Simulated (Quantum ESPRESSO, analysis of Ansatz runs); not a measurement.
# A hop of Mg in MgAl2C2 (P-3m1), charge +2 (Quantum ESPRESSO), part 2 of 3

How high is the barrier when Mg changes place in MgAl2C2 (P-3m1)? The case: Mg_i by the interstitialcy path, charge +2, in a cell of 90 host atoms with 1 Mg put in.

Quantum ESPRESSO 7.5; Quantum ESPRESSO plane-wave DFT, PBEsol, GBRV 1.5 PBEsol potentials; nudged elastic band between two relaxed defect structures at fixed charge in a uniform background.

So far: The structure; Relaxation of the start point, charge +2.

**3. Relaxation of the end point, charge +2**

Level of this step: Quantum ESPRESSO plane-wave DFT, PBEsol, GBRV 1.5 PBEsol potentials; relaxation of all atoms of a defect supercell at fixed charge in a uniform background (Quantum ESPRESSO).

The end point is relaxed in the same cell and settings, so that the two energies compare. Atoms more than 3.2 Å from the middle of the hop start where the first relaxation left them, the nearer ones on or close to their ideal places, with small random displacements.

Contents of pw.in:

```
&CONTROL
  calculation = 'relax'
  prefix = 'pwscf'
  outdir = './tmp'
  pseudo_dir = './pseudo'
  tprnfor = .true.
  disk_io = 'low'
  nstep = 70
  forc_conv_thr = 0.00078
  etot_conv_thr = 0.0001
/
&SYSTEM
  ibrav = 0
  nat = 91
  ntyp = 3
  ecutwfc = 40
  ecutrho = 324
  nbnd = 224
  occupations = 'fixed'
  tot_charge = 2
  nosym = .true.
/
&ELECTRONS
  conv_thr = 9d-08
  electron_maxstep = 100
  mixing_beta = 0.5
/
&IONS
  ion_dynamics = 'bfgs'
/
ATOMIC_SPECIES
Mg    24.3050 mg_pbesol_v1.4.uspp.F.UPF
Al    26.9815 al_pbesol_v1.uspp.F.UPF
C     12.0110 c_pbesol_v1.2.uspp.F.UPF
CELL_PARAMETERS angstrom
  10.1245332437    0.0000000000    0.0000000000
  -5.0622666219    8.7681028566    0.0000000000
   0.0000000000    0.0000000000   11.5437997057
ATOMIC_POSITIONS crystal
Mg     0.0036151154    0.0053850744   -0.0062325454
Al     0.2216983098    0.1111940558    0.1737640186
[... 39 atom lines left out ...]
Al     0.5563222421    0.4453038786    0.1754491144
Al     0.4258342647    0.5462401196    0.3313114051
C      0.4443009201    0.5564248862    0.1343682989
[... 5 atom lines left out ...]
C      0.5555551847    0.4435118926    0.8651065135
[... 1 atom line left out ...]
Al     0.5562495842    0.7776024678    0.1754748575
[... 7 atom lines left out ...]
C      0.5556132845    0.7786247852    0.8649090654
[... 13 atom lines left out ...]
C      0.7782470279    0.5549114939    0.1344359406
[... 6 atom lines left out ...]
Mg     0.6672892029    0.6675090734   -0.1676113280
Al     0.8895201797    0.7772928885    0.1751282969
[... 1 atom line left out ...]
C      0.7778910525    0.8881499923    0.1351137587
[... 5 atom lines left out ...]
C      0.8887486764    0.7768361445    0.8657858476
Mg     0.6660211071    0.6666856358   -0.0006480647
K_POINTS gamma
```

On the command line:

```sh
OMP_NUM_THREADS=1 mpirun -n 4 pw.x -in pw.in > pw.out
```

Output:

```text
[shortened: banners, details of potentials and solvers, and blank lines are left out]
[banner, memory and clock lines left out]
     gamma-point specific algorithms are used
     one sub-group per band group will be used
     bravais-lattice index     =            0
     lattice parameter (alat)  =      19.1326  a.u.
     unit-cell volume          =    6915.5389 (a.u.)^3
     number of atoms/cell      =           91
     number of atomic types    =            3
     number of electrons       =       440.00
     number of Kohn-Sham states=          224
     kinetic-energy cutoff     =      40.0000  Ry
     charge density cutoff     =     324.0000  Ry
     scf convergence threshold =      9.0E-08
     mixing beta               =       0.5000
     number of iterations used =            8  plain     mixing
     energy convergence thresh.=      1.0E-04
     force convergence thresh. =      7.8E-04
     Exchange-correlation= SLA  PW   PSX  PSC
                           (   1   4  10   8   0   0   0)
     nstep                     =           70
     crystal axes: (cart. coord. in units of alat)
               a(1) = (   1.000000   0.000000   0.000000 )
               a(2) = (  -0.500000   0.866025   0.000000 )
               a(3) = (   0.000000   0.000000   1.140181 )
     PseudoPot. # 1 for Mg read from file:
     mg_pbesol_v1.4.uspp.F.UPF
     Pseudo is Ultrasoft, Zval = 10.0
[...]
PseudoPot. # 2 for Al read from file:
     al_pbesol_v1.uspp.F.UPF
     Pseudo is Ultrasoft + core correction, Zval =  3.0
[...]
PseudoPot. # 3 for C  read from file:
     c_pbesol_v1.2.uspp.F.UPF
     Pseudo is Ultrasoft + core correction, Zval =  4.0
     atomic species   valence    mass     pseudopotential
     Mg               10.00    24.30500     Mg( 1.00)
     Al                3.00    26.98150     Al( 1.00)
     C                 4.00    12.01100     C ( 1.00)
     No symmetry found
     site n.     atom                  positions (alat units)
         1        Mg     tau(   1) = (   0.0009226   0.0046636  -0.0071062  )
         2        Al     tau(   2) = (   0.1661013   0.0962969   0.1981224  )
         3        Al     tau(   3) = (  -0.0004965   0.1920156   0.3698106  )
         4        C      tau(   4) = (  -0.0004800   0.1926765   0.1530002  )
         5        C      tau(   5) = (   0.1668660   0.0971947   0.4150335  )
         6        Mg     tau(   6) = (   0.0035816   0.0052143   0.5756024  )
         7        Al     tau(   7) = (   0.1673619   0.0947220   0.7717069  )
         8        Al     tau(   8) = (  -0.0005586   0.1936375   0.9358946  )
[...]
number of k points=     1
                       cart. coord. in units 2pi/alat
        k(    1) = (   0.0000000   0.0000000   0.0000000), wk =   2.0000000
     Dense  grid:   340365 G-vectors     FFT dimensions: ( 120, 120, 125)
     Smooth grid:   118226 G-vectors     FFT dimensions: (  80,  80,  90)
     starting charge     436.2095, renormalised to     440.0000
     Self-consistent Calculation
     iteration #  1     ecut=    40.00 Ry     beta= 0.50
     total energy              =   -3024.94477288 Ry
     estimated scf accuracy    <      19.27429085 Ry
     iteration #  2     ecut=    40.00 Ry     beta= 0.50
     total energy              =   -3029.38236392 Ry
     estimated scf accuracy    <       4.27161844 Ry
     iteration #  3     ecut=    40.00 Ry     beta= 0.50
     total energy              =   -3030.21687796 Ry
     estimated scf accuracy    <       4.18475381 Ry
[...]
estimated scf accuracy    <       0.00009415 Ry
     iteration # 10     ecut=    40.00 Ry     beta= 0.50
     total energy              =   -3030.63794323 Ry
     estimated scf accuracy    <       0.00001900 Ry
[... 170 further cycles ...]
     iteration #  8     ecut=    40.00 Ry     beta= 0.50
     total energy              =   -3031.28336092 Ry
     estimated scf accuracy    <          1.0E-09 Ry
     iteration #  9     ecut=    40.00 Ry     beta= 0.50
     End of self-consistent calculation
          k = 0.0000 0.0000 0.0000 ( 14767 PWs)   bands (ev):
   -66.2631 -66.2431 -66.2374 -66.1970 -66.1968 -66.1967 -66.1963 -66.1962
   -66.1960 -66.1946 -66.1943 -66.1943 -66.1940 -66.1939 -66.1937 -66.1586
   -66.1488 -65.9311 -65.9210 -33.3006 -33.3005 -33.2471 -33.2177 -33.2065
   -33.2023 -33.2022 -33.1966 -33.1966 -33.1760 -33.1753 -33.1752 -33.1742
   -33.1741 -33.1739 -33.1734 -33.1731 -33.1731 -33.1720 -33.1720 -33.1713
   -33.1609 -33.1600 -33.1599 -33.1597 -33.1582 -33.1578 -33.1578 -33.1575
   -33.1573 -33.1573 -33.1561 -33.1561 -33.1550 -33.1549 -33.1539 -33.1538
   -33.1536 -33.1528 -33.1527 -33.1515 -33.1509 -33.1504 -33.1504 -33.1493
[...]
highest occupied, lowest unoccupied level (ev):     8.5242   11.0317
!    total energy              =   -3031.28336092 Ry
     estimated scf accuracy    <          1.5E-10 Ry
     The total energy is the sum of the following terms:
     one-electron contribution =   -1877.42548283 Ry
     hartree contribution      =    1078.47712284 Ry
     xc contribution           =    -603.13518302 Ry
     ewald contribution        =   -1629.19981791 Ry
     convergence has been achieved in   9 iterations
     Forces acting on atoms (cartesian axes, Ry/au):
     atom    1 type  1   force =    -0.00006581    0.00015340    0.00026285
     atom    2 type  2   force =     0.00010005   -0.00016744    0.00018788
     atom    3 type  2   force =    -0.00000049   -0.00010858   -0.00012536
     atom    4 type  3   force =     0.00025924   -0.00016964   -0.00025144
     atom    5 type  3   force =     0.00006200   -0.00003277    0.00060063
     atom    6 type  1   force =    -0.00048531    0.00000914   -0.00037416
     atom    7 type  2   force =    -0.00032776    0.00020593   -0.00053299
     atom    8 type  2   force =     0.00014727   -0.00008999    0.00034633
[...]
Total force =     0.004369     Total SCF correction =     0.000033
     Energy error            =      5.0E-05 Ry
     Gradient error          =      9.0E-04 Ry/Bohr
     number of scf cycles    =  19
     number of bfgs steps    =  18
     energy             old  =   -3031.2833106329 Ry
     energy             new  =   -3031.2833609181 Ry
     CASE: energy            _new < energy            _old
     new trust radius        =       0.0034916198 bohr
     new conv_thr            =       0.0000000009 Ry
ATOMIC_POSITIONS (crystal)
Mg               0.0062900755        0.0047918281        0.0056110701
Al               0.2228963548        0.1107302156        0.1779023570
Al               0.1105460389        0.2230475707        0.3224930601
C                0.1116452399        0.2219401760        0.1367499041
C                0.2218524232        0.1117650714        0.3635857418
Mg               0.0052930799        0.0065016223        0.4949333741
Al               0.2223189276        0.1111687000        0.6756433049
Al               0.1112131045        0.2223175523        0.8249205815
[...]
Self-consistent Calculation
     iteration #  1     ecut=    40.00 Ry     beta= 0.50
     total energy              =   -3031.28338335 Ry
     estimated scf accuracy    <       0.00001546 Ry
     iteration #  2     ecut=    40.00 Ry     beta= 0.50
     total energy              =   -3031.28338591 Ry
     estimated scf accuracy    <       0.00000611 Ry
     iteration #  3     ecut=    40.00 Ry     beta= 0.50
     total energy              =   -3031.28338718 Ry
     estimated scf accuracy    <       0.00000157 Ry
[...]
estimated scf accuracy    <       0.00000004 Ry
     iteration #  6     ecut=    40.00 Ry     beta= 0.50
     total energy              =   -3031.28338749 Ry
     estimated scf accuracy    <          7.7E-09 Ry
     iteration #  7     ecut=    40.00 Ry     beta= 0.50
     total energy              =   -3031.28338749 Ry
     estimated scf accuracy    <          1.9E-09 Ry
     iteration #  8     ecut=    40.00 Ry     beta= 0.50
     End of self-consistent calculation
          k = 0.0000 0.0000 0.0000 ( 14767 PWs)   bands (ev):
   -66.2603 -66.2424 -66.2366 -66.1961 -66.1959 -66.1958 -66.1955 -66.1954
   -66.1952 -66.1947 -66.1945 -66.1944 -66.1942 -66.1941 -66.1939 -66.1548
   -66.1502 -65.9309 -65.9215 -33.2978 -33.2978 -33.2446 -33.2169 -33.2053
   -33.2016 -33.2015 -33.1959 -33.1958 -33.1752 -33.1744 -33.1744 -33.1740
   -33.1734 -33.1734 -33.1733 -33.1732 -33.1727 -33.1722 -33.1721 -33.1714
   -33.1599 -33.1592 -33.1589 -33.1589 -33.1583 -33.1579 -33.1575 -33.1575
   -33.1568 -33.1566 -33.1553 -33.1553 -33.1552 -33.1551 -33.1540 -33.1540
   -33.1527 -33.1519 -33.1519 -33.1511 -33.1507 -33.1506 -33.1506 -33.1495
[...]
highest occupied, lowest unoccupied level (ev):     8.5234   11.0322
!    total energy              =   -3031.28338749 Ry
     estimated scf accuracy    <          3.6E-10 Ry
     The total energy is the sum of the following terms:
     one-electron contribution =   -1877.44834618 Ry
     hartree contribution      =    1078.49171026 Ry
     xc contribution           =    -603.13401414 Ry
     ewald contribution        =   -1629.19273743 Ry
     convergence has been achieved in   8 iterations
     Forces acting on atoms (cartesian axes, Ry/au):
     atom    1 type  1   force =    -0.00004543    0.00007256    0.00010462
     atom    2 type  2   force =     0.00014928   -0.00015380    0.00012216
     atom    3 type  2   force =     0.00020851   -0.00017855   -0.00000053
     atom    4 type  3   force =     0.00017644   -0.00012976   -0.00023494
     atom    5 type  3   force =     0.00006695   -0.00004339    0.00042897
     atom    6 type  1   force =    -0.00039126   -0.00004838   -0.00038099
     atom    7 type  2   force =    -0.00021771    0.00014349   -0.00020876
     atom    8 type  2   force =    -0.00003392   -0.00000168    0.00018775
[...]
Total force =     0.003315     Total SCF correction =     0.000056
     Energy error            =      2.7E-05 Ry
     Gradient error          =      6.3E-04 Ry/Bohr
     bfgs converged in  20 scf cycles and  19 bfgs steps
     (criteria: energy <  1.0E-04 Ry, force <  7.8E-04 Ry/Bohr)
     End of BFGS Geometry Optimization
     Final energy             =   -3031.2833874867 Ry
Begin final coordinates
ATOMIC_POSITIONS (crystal)
Mg               0.0062900755        0.0047918281        0.0056110701
Al               0.2228963548        0.1107302156        0.1779023570
Al               0.1105460389        0.2230475707        0.3224930601
C                0.1116452399        0.2219401760        0.1367499041
C                0.2218524232        0.1117650714        0.3635857418
Mg               0.0052930799        0.0065016223        0.4949333741
Al               0.2223189276        0.1111687000        0.6756433049
Al               0.1112131045        0.2223175523        0.8249205815
[...]
End final coordinates
```

Run time: 15 min. Hardware: 4 MPI ranks of Arm Neoverse V2, shared host; peak memory 2 GiB; 60 min of CPU time.

Step by step:

| step | energy less that of the first step (eV) |
| --- | --- |
| 0 | 0.0000 |
| 1 | -5.5441 |
| 2 | -6.8694 |
| 3 | -7.5707 |
| 4 | -7.7873 |
| 5 | -7.9992 |
| 6 | -8.2490 |
| 7 | -8.4445 |
| 8 | -8.5468 |
| 9 | -8.6577 |
| 10 | -8.7050 |
| 11 | -8.7378 |
| 12 | -8.7546 |
| 13 | -8.7662 |
| 14 | -8.7732 |
| 15 | -8.7772 |
| 16 | -8.7793 |
| 17 | -8.7806 |
| 18 | -8.7813 |
| 19 | -8.7817 |

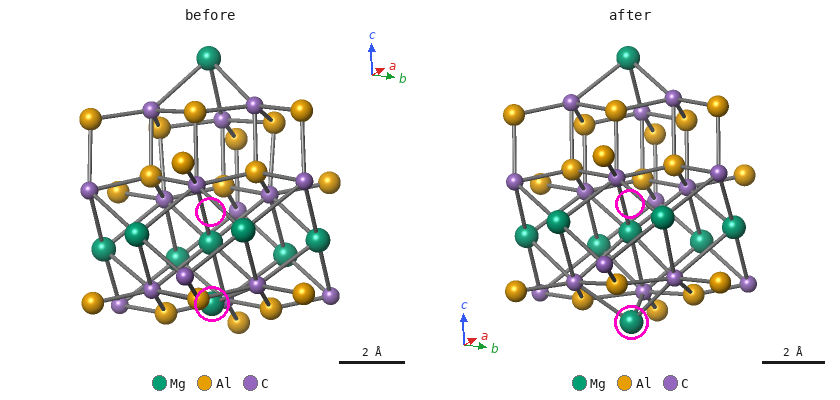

Before and after: the atoms that start within 5 Å of the centre. Mg81, which moves most, is ringed if it is among them. A ring with no atom in it marks the empty centre.

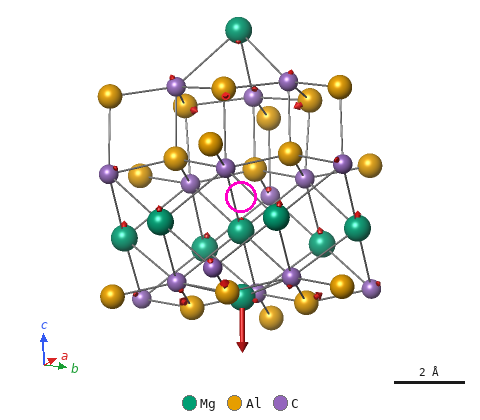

Displacements in the relaxation near the centre, exaggerated; the longest in the cell stands for 0.95 Å. A ring marks the centre wherever it is empty.

The atoms that moved most (Å):

| atom | dx | dy | dz | length |
| --- | --- | --- | --- | --- |
| Mg81 | -0.002 | -0.006 | -0.946 | 0.946 |
| Al78 | 0.156 | -0.091 | 0.114 | 0.214 |
| Al48 | -0.157 | -0.089 | 0.114 | 0.213 |
| Al88 | 0.006 | 0.177 | 0.107 | 0.207 |
| Al83 | 0.005 | -0.177 | -0.085 | 0.197 |
| Al87 | 0.148 | 0.084 | -0.092 | 0.193 |
| Al47 | 0.009 | -0.175 | -0.080 | 0.193 |
| Al57 | -0.151 | 0.080 | -0.074 | 0.187 |

Neighbours of Mg91 at the end:

| atom | distance (Å) |
| --- | --- |
| C74 | 2.468 |
| C44 | 2.468 |
| C84 | 2.468 |
| C90 | 2.550 |
| C50 | 2.551 |
| C60 | 2.551 |
| Al52 | 2.779 |
| Al42 | 2.779 |
| Al82 | 2.779 |

Read from the output:

```yaml
highest_filled_level: 8.523 eV
lowest_empty_level: 11.03 eV
r_m_s_move_of_the_farther_half_of_the_atoms: 0.06303 Å
largest_move_from_the_ideal_geometry_of_this_structure_a_common_shift_of_the_far_atoms_taken_out: 0.9281 Å
```

The relaxation gained 8.782 eV and ended with a largest force component of 0.016 eV/Å. The end lies within 1 meV of the start.

(Part 2 of 3 ends here.)

[Logs are printed without paths, hosts, clocks, repeated set-up lines and the standing remarks that a program may print on its own settings, such as how far it seeks lower states.]

[Hosts, paths, dates, database ids (printed as entryN), source tags and the programs' standing remarks are cut or masked in the printed files.]
